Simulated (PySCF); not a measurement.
# CH3O2 radical: open-shell or spin-flip excitations

Aim: compute the open-shell or spin-flip excitations of CH3O2 radical (`[O]CO`).

Programs: PySCF 2.14.0, with routines of our own; each step states its level. All values are computed. Atoms count from 0.

### Step 1. The system as given

6 atoms, charge 0, multiplicity 2; geometry from: GFN2-xTB.

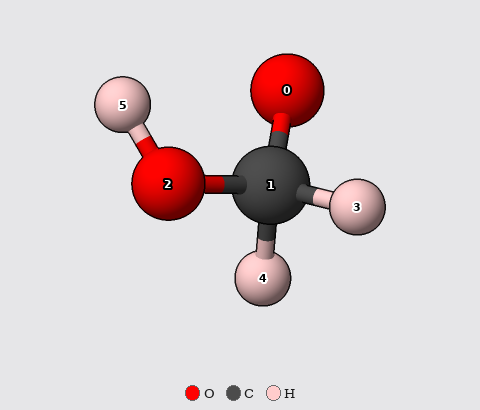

The starting geometry (oxygen red, carbon dark grey, hydrogen pink).

### Step 2. Open-shell or spin-flip excitations: unrestricted TDDFT wB97X-D/def2-SVPD

Job settings and geometry (Å):

```
{"job": {"kind": "uabs", "xc": "wB97X-D", "basis": "def2-SVPD", "nstates": 10, "tda": false}, "charge": 0, "multiplicity": 2}
O     -0.684594     0.673683     0.963492
C     -0.297041    -0.136407     0.059815
O      0.957201     0.054217    -0.523757
H     -1.027471    -0.209400    -0.800765
H     -0.314274    -1.213553     0.404063
H      1.369302     0.833451    -0.124422
```

Method: unrestricted TDDFT wB97X-D/def2-SVPD, vertical, gas phase, core orbitals frozen in the response.

Started as:

```console
$ OMP_NUM_THREADS=1 python excited_run.py task.json out
```

The driver reads the jobs from task.json and runs them one after another.

Standard output:

```text
coarse grid: 5120 points
cycle   1  E = -189.8765561418  dE =  4.501e-01  |g| = 6.208e-01  |ddm| = 1.832e+00
cycle   2  E = -189.7804405961  dE =  9.612e-02  |g| = 8.486e-01  |ddm| = 1.097e+00
cycle   3  E = -190.0445663790  dE = -2.641e-01  |g| = 1.025e-01  |ddm| = 6.614e-01
cycle   4  E = -190.0487279751  dE = -4.162e-03  |g| = 7.858e-02  |ddm| = 1.162e-01
cycle   5  E = -190.0519415815  dE = -3.214e-03  |g| = 2.371e-02  |ddm| = 6.766e-02
cycle   6  E = -190.0531525650  dE = -1.211e-03  |g| = 1.161e-02  |ddm| = 6.190e-02
cycle   7  E = -190.0536118606  dE = -4.593e-04  |g| = 3.782e-03  |ddm| = 5.168e-02
cycle   8  E = -190.0536604114  dE = -4.855e-05  |g| = 1.427e-03  |ddm| = 1.670e-02
cycle   9  E = -190.0536661957  dE = -5.784e-06  |g| = 5.490e-04  |ddm| = 5.670e-03
final grid: 49744 points
cycle  10  E = -190.0896430289  dE = -5.047e-05  |g| = 1.934e-03  |ddm| = 3.532e-02
cycle  11  E = -190.0896454549  dE = -2.426e-06  |g| = 1.461e-03  |ddm| = 5.917e-03
cycle  12  E = -190.0896463713  dE = -9.164e-07  |g| = 5.214e-04  |ddm| = 1.411e-03
cycle  13  E = -190.0896467079  dE = -3.366e-07  |g| = 3.135e-04  |ddm| = 1.047e-03
cycle  14  E = -190.0896468145  dE = -1.066e-07  |g| = 1.261e-04  |ddm| = 4.716e-04
cycle  15  E = -190.0896468801  dE = -6.561e-08  |g| = 1.025e-04  |ddm| = 5.107e-04
cycle  16  E = -190.0896468974  dE = -1.724e-08  |g| = 3.321e-05  |ddm| = 2.588e-04
cycle  17  E = -190.0896469016  dE = -4.200e-09  |g| = 1.355e-05  |ddm| = 1.532e-04
cycle  18  E = -190.0896469025  dE = -9.164e-10  |g| = 8.299e-06  |ddm| = 6.179e-05
converged SCF energy = -190.0896469025

Static polarisability (au): isotropic 26.369, principal 21.562 25.605 31.939

<S^2> of the reference = 0.7563 (exact 0.7500)

Excitations
state   eV       nm        f      <S^2>   main configurations
  1   1.0780   1150.1   0.00022   0.758   Hb->Lb 0.97
  2   3.0891    401.4   0.02933   0.763   H-1b->Lb 0.99
  3   4.5042    275.3   0.00005   0.761   H-2b->Lb 0.84, H-3b->Lb 0.13
  4   6.8774    180.3   0.00098   0.768   H-3b->Lb 0.84, H-2b->Lb 0.13
  5   7.6365    162.4   0.04838   0.771   H-4b->Lb 0.95
  6   7.7279    160.4   0.00008   1.607   Ha->La 0.82
  7   7.9946    155.1   0.00000   1.146   H-5b->Lb 0.54, Ha->L+1a 0.27
  8   8.1026    153.0   0.00495   1.360   H-1b->L+1b 0.33, H-5b->Lb 0.31, H-1b->L+2b 0.15, Ha->L+1a 0.08
  9   8.2474    150.3   0.04189   1.084   Ha->L+1a 0.51, H-1b->L+1b 0.29, H-5b->Lb 0.10
 10   8.4032    147.5   0.01553   2.223   Hb->L+1b 0.86
```

It took 9.5 s on 1 thread of Arm Neoverse V2, shared host; peak memory 0.37 GiB.

From this job:

| quantity | value |
| --- | --- |
| ⟨S²⟩ | 0.756 |

Löwdin spin populations:

| atom | value (e) |
| --- | --- |
| O0 | 0.69 |
| C1 | 0.09 |
| O2 | 0.03 |
| H3 | 0.10 |
| H4 | 0.10 |
| H5 | 0.00 |

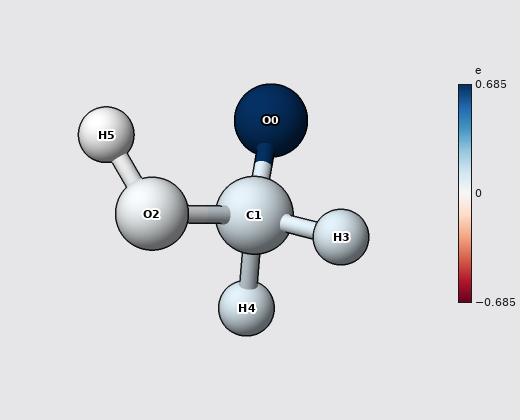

Löwdin spin populations, as colours on the atoms.

With diffuse functions Löwdin's scheme smears the spin, so small populations can have the wrong sign.

### Step 3. Open-shell or spin-flip excitations: unrestricted TDDFT OLYP/def2-SVPD

Job settings and geometry (Å):

```
{"job": {"kind": "uabs", "xc": "OLYP", "basis": "def2-SVPD", "nstates": 15, "tda": false, "scf": {"conv": 1e-07, "fallback": true}}, "charge": 0, "multiplicity": 2}
O     -0.684594     0.673683     0.963492
C     -0.297041    -0.136407     0.059815
O      0.957201     0.054217    -0.523757
H     -1.027471    -0.209400    -0.800765
H     -0.314274    -1.213553     0.404063
H      1.369302     0.833451    -0.124422
```

Level: unrestricted TDDFT OLYP/def2-SVPD, vertical, gas phase, core orbitals frozen in the response.

Standard output:

```text
final grid: 49744 points
cycle   1  E = -189.9434137983  dE =  4.391e-01  |g| = 6.181e-01  |ddm| = 1.931e+00
cycle   2  E = -188.9095346842  dE =  1.034e+00  |g| = 1.582e+00  |ddm| = 6.143e+00
cycle   3  E = -189.9699112011  dE = -1.060e+00  |g| = 5.344e-01  |ddm| = 6.022e+00
cycle   4  E = -190.0809661633  dE = -1.111e-01  |g| = 2.394e-01  |ddm| = 6.305e-01
cycle   5  E = -190.1036071118  dE = -2.264e-02  |g| = 6.316e-02  |ddm| = 1.528e-01
cycle   6  E = -190.1053678283  dE = -1.761e-03  |g| = 2.485e-02  |ddm| = 6.298e-02
cycle   7  E = -190.1056356404  dE = -2.678e-04  |g| = 4.437e-03  |ddm| = 2.321e-02
cycle   8  E = -190.1056449744  dE = -9.334e-06  |g| = 1.344e-03  |ddm| = 4.953e-03
cycle   9  E = -190.1056457778  dE = -8.034e-07  |g| = 5.938e-04  |ddm| = 1.658e-03
cycle  10  E = -190.1056459766  dE = -1.988e-07  |g| = 7.123e-05  |ddm| = 7.724e-04
cycle  11  E = -190.1056459798  dE = -3.152e-09  |g| = 2.198e-05  |ddm| = 9.966e-05
converged SCF energy = -190.1056459798

Static polarisability (au): isotropic 28.875, principal 22.426 27.874 36.326

<S^2> of the reference = 0.7540 (exact 0.7500)

Excitations
state   eV       nm        f      <S^2>   main configurations
  1   1.2066   1027.6   0.00025   0.755   Hb->Lb 1.00
  2   2.5644    483.5   0.02596   0.755   H-1b->Lb 0.98
  3   4.0529    305.9   0.00018   0.756   H-2b->Lb 1.00
  4   6.0592    204.6   0.00097   0.758   H-3b->Lb 0.98
  5   6.3198    196.2   0.00009   0.946   Ha->La 0.98
  6   6.3899    194.0   0.01460   2.255   Hb->L+1b 0.92
  7   6.6434    186.6   0.01618   0.965   Ha->L+1a 0.97
  8   6.7088    184.8   0.00845   1.899   Hb->L+2b 0.92
  9   6.8883    180.0   0.03518   1.373   H-1a->La 0.77, H-4b->Lb 0.09
 10   7.0727    175.3   0.00217   1.847   H-1b->L+1b 0.98
 11   7.1719    172.9   0.02414   1.450   H-1a->L+1a 0.93
 12   7.2069    172.0   0.02684   0.800   H-4b->Lb 0.79, H-1a->La 0.08
 13   7.4010    167.5   0.00268   1.001   H-5b->Lb 0.77, H-1b->L+2b 0.21
 14   7.4184    167.1   0.01126   1.530   H-1b->L+2b 0.77, H-5b->Lb 0.19
 15   7.5713    163.8   0.04259   0.929   Ha->L+2a 0.95
```

It took 9 s on 1 thread of Arm Neoverse V2, shared host; peak memory 0.37 GiB.

From this job:

| quantity | value |
| --- | --- |
| ⟨S²⟩ | 0.754 |

### Step 4. Open-shell or spin-flip excitations: unrestricted TDDFT wB97X-D/def2-SVPD

Job settings and geometry (Å):

```
{"job": {"kind": "uabs", "xc": "wB97X-D", "basis": "def2-SVPD", "nstates": 4, "tda": false, "scf": {"guess": "atom", "aux": "def2-universal-jkfit", "fallback": true}}, "charge": 0, "multiplicity": 2}
O     -0.684594     0.673683     0.963492
C     -0.297041    -0.136407     0.059815
O      0.957201     0.054217    -0.523757
H     -1.027471    -0.209400    -0.800765
H     -0.314274    -1.213553     0.404063
H      1.369302     0.833451    -0.124422
```

Level: unrestricted TDDFT wB97X-D/def2-SVPD, vertical, gas phase, core orbitals frozen in the response.

Standard output:

```text
final grid: 49744 points
cycle   1  E = -189.8872271478  dE =  7.742e-01  |g| = 6.808e-01  |ddm| = 1.899e+00
cycle   2  E = -189.7999909922  dE =  8.724e-02  |g| = 8.697e-01  |ddm| = 1.136e+00
cycle   3  E = -190.0801048742  dE = -2.801e-01  |g| = 1.073e-01  |ddm| = 6.857e-01
cycle   4  E = -190.0847724755  dE = -4.668e-03  |g| = 7.901e-02  |ddm| = 1.187e-01
cycle   5  E = -190.0879758016  dE = -3.203e-03  |g| = 2.340e-02  |ddm| = 6.744e-02
cycle   6  E = -190.0890379046  dE = -1.062e-03  |g| = 1.394e-02  |ddm| = 5.418e-02
cycle   7  E = -190.0895615146  dE = -5.236e-04  |g| = 4.689e-03  |ddm| = 4.999e-02
cycle   8  E = -190.0896419382  dE = -8.042e-05  |g| = 1.569e-03  |ddm| = 2.179e-02
cycle   9  E = -190.0896503583  dE = -8.420e-06  |g| = 5.555e-04  |ddm| = 7.360e-03
cycle  10  E = -190.0896509017  dE = -5.434e-07  |g| = 1.004e-04  |ddm| = 2.025e-03
cycle  11  E = -190.0896509157  dE = -1.396e-08  |g| = 2.640e-05  |ddm| = 2.550e-04
cycle  12  E = -190.0896509165  dE = -8.357e-10  |g| = 8.811e-06  |ddm| = 6.042e-05
converged SCF energy = -190.0896509165

Static polarisability (au): isotropic 26.369, principal 21.562 25.605 31.939

<S^2> of the reference = 0.7563 (exact 0.7500)

Excitations
state   eV       nm        f      <S^2>   main configurations
  1   1.0780   1150.1   0.00022   0.758   Hb->Lb 0.97
  2   3.0892    401.3   0.02933   0.763   H-1b->Lb 0.99
  3   4.5041    275.3   0.00005   0.761   H-2b->Lb 0.84, H-3b->Lb 0.13
  4   6.8774    180.3   0.00098   0.768   H-3b->Lb 0.84, H-2b->Lb 0.13
```

It took 7.5 s on 1 thread of Arm Neoverse V2, shared host; peak memory 0.4 GiB.

From this job:

| quantity | value |
| --- | --- |
| ⟨S²⟩ | 0.756 |

### Step 5. Open-shell or spin-flip excitations (CH3O2 (triplet)): M06-2X/def2-SVPD

Job settings and geometry (Å):

```
{"job": {"kind": "uabs", "xc": "M06-2X", "basis": "def2-SVPD", "nstates": 2, "tda": true, "scf": {"max_cycle": 51}}, "charge": 0, "multiplicity": 3}
O     -0.684594     0.673683     0.963492
C     -0.297041    -0.136407     0.059815
O      0.957201     0.054217    -0.523757
H     -1.027471    -0.209400    -0.800765
H     -0.314274    -1.213553     0.404063
H      1.369302     0.833451    -0.124422
```

With the program's defaults for keys left out, this is: M06-2X/def2-SVPD.

Standard output:

```text
RuntimeError: Electron number 25 and spin 2 are not consistent
Note mol.spin = 2S = Nalpha - Nbeta, not 2S+1
```

Hardware: 1 thread of Arm Neoverse V2, shared host.

Diagnosis: Charge and multiplicity don't fit the number of electrons: an even count needs an odd multiplicity, and the reverse. Cure: mend the charge or the multiplicity.

### Step 6. What came out

| quantity | value |
| --- | --- |
| lowest and brightest state of nearly pure spin, of 10 (step 2, unrestricted TDDFT wB97X-D/def2-SVPD) | 1.08 eV; 7.64 eV, f = 0.048 |
| lowest and brightest state of nearly pure spin, of 15 (step 3, unrestricted TDDFT OLYP/def2-SVPD) | 1.21 eV; 7.21 eV, f = 0.027 |
| lowest and brightest state of nearly pure spin, of 4 (step 4, unrestricted TDDFT wB97X-D/def2-SVPD) | 1.08 eV; 3.09 eV, f = 0.029 |
| runs | 1 failed, 0 ended on unsound input |

In words: States whose ⟨S²⟩ lies well above the reference's are mixtures of spin states, an artefact of the unrestricted response, and are left out of the summary. The lowest state of nearly pure spin runs from 1.08 to 1.21 eV over the runs.
